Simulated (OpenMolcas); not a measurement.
**singlet C2H3Cl2Si+: levels of theory compared**

Wanted: a comparison of 6 runs (HF/3-21G, B3LYP/6-31G*, B2PLYP/def2-SVP, SVWN5/def2-SVP, TPSS/def2-SVP, r2SCAN/def2-SVP) of singlet C2H3Cl2Si+. 

The results are computed with OpenMolcas 26.06.

1 further run of the same task is left out (it didn't finish).

**1. The system as given**

The species is C2H3Cl2Si+ (8 atoms), meant as a singlet with charge +1. As SMILES of the parent species, `[H]/[C]=C/[SiH](Cl)Cl`. The coordinates come from a PBE0-D4/def2-TZVP relaxation. This is one conformer, not always the lowest. That shape belongs to the parent species and isn't relaxed for this state.

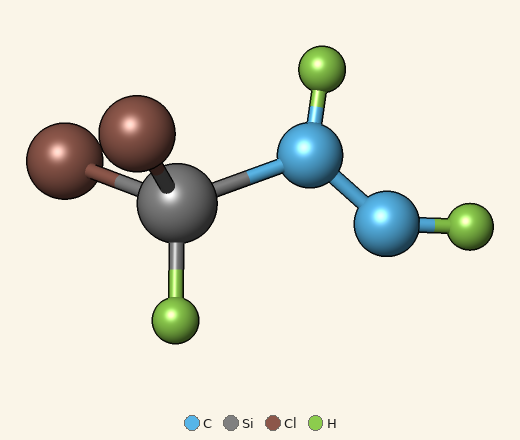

Viewed from a chosen angle; carbon blue, silicon grey, chlorine brown, hydrogen green.

**2. A single-point energy at HF/3-21G (run 1)**

Contents of test.inp:

```
* C2H3Cl2Si Hartree-Fock
&GATEWAY
BasLib=$CurrDir
Coord
8
angstrom
C       -0.467200       1.549800       0.659300
C       -0.193600       0.279100       0.737900
Si       0.301600      -0.635800      -0.791100
Cl      -1.013100      -2.166600      -1.130900
Cl       2.164100      -1.443500      -0.534600
H       -0.772500       2.376400       1.285600
H       -0.249600      -0.262100       1.689000
H        0.322500       0.245600      -1.971100
Basis=3-21G
Group=NoSym
&SEWARD
&SCF
Charge=1
Thresholds=1e-10 1e-07 1e-07 1e-05
PrOrbitals=1 1
```

The basis set 3-21G is read from a file made from the Basis Set Exchange's data (not shown).

Run with:

```
$ export MOLCAS_MEM=1860
$ pymolcas test.inp > test.log
```

What it wrote:

```text
--- Start Module: gateway ---
[...]
--- Stop Module: gateway /rc=_RC_ALL_IS_WELL_ ---
--- Start Module: seward ---
[...]
      Basis functions           63
--- Stop Module: seward /rc=_RC_ALL_IS_WELL_ ---
--- Start Module: scf ---
[...]
       Convergence after  19 Iterations
[...]
::    Total SCF energy                              -1278.6938968726
[...]
      Total spin, S                                     0.0000000000
[...]
      Total electronic charge=   62.000000
      Total            charge=    1.000000
[...]
      Dipole Moment (debye):
      Origin of the operator (angstrom)=    0.3206   -0.9581   -0.5010
                   X= -3.4650E+00               Y=  1.0710E+01               Z=  5.4848E+00           Total=  1.2522E+01
      Center of Charge (angstrom)
[...]
--- Stop Module: scf /rc=_RC_ALL_IS_WELL_ ---
[...]
```

Run time: 2.3 s. Hardware: 1 thread of Intel Xeon 6975P-C (Granite Rapids), shared host; peak memory 0.4 GiB.

**3. A single-point energy at B3LYP/6-31G(d) (spherical functions) (run 2)**

Contents of job.inp:

```
* C2H3Cl2Si Kohn-Sham DFT

&GATEWAY
  BasLib
  $CurrDir
  Coord
  8
  angstrom
  C       -0.467200       1.549800       0.659300
  C       -0.193600       0.279100       0.737900
  Si       0.301600      -0.635800      -0.791100
  Cl      -1.013100      -2.166600      -1.130900
  Cl       2.164100      -1.443500      -0.534600
  H       -0.772500       2.376400       1.285600
  H       -0.249600      -0.262100       1.689000
  H        0.322500       0.245600      -1.971100
  Basis
  6-31Gs
  Group
  NoSym

&SEWARD
  GridInput
  Grid=UltraFine
  End of Grid

&SCF
  Charge
  1
  KSDFT
  B3LYP
  Thresholds
  1e-10 1e-07 1e-07 1e-05
  PrOrbitals
  1 1
```

The basis set 6-31G* is read from a file made from the Basis Set Exchange's data (not shown).

Run with:

```
$ export MOLCAS_MEM=1860
$ pymolcas job.inp > job.log
```

What it wrote:

```text
--- Start Module: gateway ---
[...]
--- Stop Module: gateway /rc=_RC_ALL_IS_WELL_ ---
--- Start Module: seward ---
[...]
      Basis functions           88
--- Stop Module: seward /rc=_RC_ALL_IS_WELL_ ---
[...]
--- Start Module: scf ---
[...]
       Convergence after  22 Iterations
[...]
::    Total KS-DFT energy                           -1287.5517454100
[...]
      Total spin, S                                     0.0000000000
[...]
      Total electronic charge=   62.000000
      Total            charge=    1.000000
[...]
      Dipole Moment (debye):
      Origin of the operator (angstrom)=    0.3206   -0.9581   -0.5010
                   X= -2.7511E+00               Y=  8.1672E+00               Z=  4.7629E+00           Total=  9.8466E+00
      Center of Charge (angstrom)
[...]
--- Stop Module: scf /rc=_RC_ALL_IS_WELL_ ---
[...]
```

It took 23 s on 1 thread of Intel Xeon 6975P-C (Granite Rapids), shared host; peak memory 0.48 GiB.

Runs 3 to 5 aren't shown in full; the table further down has their settings and results.

**4. A single-point energy at r2SCAN/def2-SVP (run 6)**

Contents of run.input:

```
* C2H3Cl2Si Kohn-Sham DFT

&GATEWAY
  BASLIB
  $CurrDir
  COORD
  8
  angstrom
  C       -0.467200       1.549800       0.659300
  C       -0.193600       0.279100       0.737900
  Si       0.301600      -0.635800      -0.791100
  Cl      -1.013100      -2.166600      -1.130900
  Cl       2.164100      -1.443500      -0.534600
  H       -0.772500       2.376400       1.285600
  H       -0.249600      -0.262100       1.689000
  H        0.322500       0.245600      -1.971100
  BASIS
  def2-SVP
  GROUP
  NoSym

&SEWARD
  GRIDINPUT
  Grid=UltraFine
  End of Grid

&SCF
  CHARGE
  1
  KSDFT
  2
  1.0 MGGA_X_R2SCAN
  1.0 MGGA_C_R2SCAN
  THRESHOLDS
  1e-10 1e-07 1e-07 1e-05
  PRORBITALS
  1
```

The basis set def2-SVP is read from a file made from the Basis Set Exchange's data (not shown).

Run with:

```
$ export MOLCAS_MEM=1860
$ pymolcas run.input > run.log
```

What it wrote:

```text
--- Start Module: gateway ---
[...]
--- Stop Module: gateway /rc=_RC_ALL_IS_WELL_ ---
--- Start Module: seward ---
[...]
      Basis functions           97
--- Stop Module: seward /rc=_RC_ALL_IS_WELL_ ---
[...]
--- Start Module: scf ---
[...]
       Convergence after  27 Iterations
[...]
::    Total KS-DFT energy                           -1287.0025046316
[...]
      Total spin, S                                     0.0000000000
[...]
      Total electronic charge=   62.000000
      Total            charge=    1.000000
[...]
      Dipole Moment (debye):
      Origin of the operator (angstrom)=    0.3206   -0.9581   -0.5010
                   X= -2.5271E+00               Y=  7.4660E+00               Z=  4.4189E+00           Total=  9.0362E+00
      Center of Charge (angstrom)
[...]
--- Stop Module: scf /rc=_RC_ALL_IS_WELL_ ---
[...]
```

Wall time 43 s (1 thread of Intel Xeon 6975P-C (Granite Rapids), shared host); peak memory 0.54 GiB.

**5. All runs side by side**

```
run                               level  integration grid  frozen core orbitals   energy (Eh)  HOMO energy (eV)  LUMO energy (eV)  HOMO–LUMO gap (eV)  wall time
  1                            HF/3-21G                 –                     –  -1278.693897            -16.96             -7.66                9.30      2.3 s
  2  B3LYP/6-31G* (spherical functions)         UltraFine                     –  -1287.551745            -13.36            -11.52                1.84       23 s
  3                     B2PLYP/def2-SVP         UltraFine                    17  -1286.623532            -14.62             -9.95                4.67       23 s
  4                      SVWN5/def2-SVP         UltraFine                     –  -1282.287140            -12.53            -12.01                0.52       23 s
  5                       TPSS/def2-SVP         UltraFine                     –  -1287.220092            -12.55            -11.96                0.59       44 s
  6                     r2SCAN/def2-SVP         UltraFine                     –  -1287.002505            -12.76            -12.04                0.72       43 s
```

**6. What came out**

```
            quantity           value
 run 6: total energy  -1287.00250 Eh
  run 6: HOMO energy       -12.76 eV
  run 6: LUMO energy       -12.04 eV
run 6: HOMO–LUMO gap         0.72 eV
```

What this shows: The HOMO–LUMO gap runs from 0.52 eV (SVWN5/def2-SVP) to 9.30 eV (HF/3-21G). The two ends differ in method and basis. For B2PLYP the log adds the whole second-order term; the table takes 0.27 of it, as the functional is defined. Totals of different functionals can't be ranked against each other. All runs together took 2.6 min, the longest 44 s.
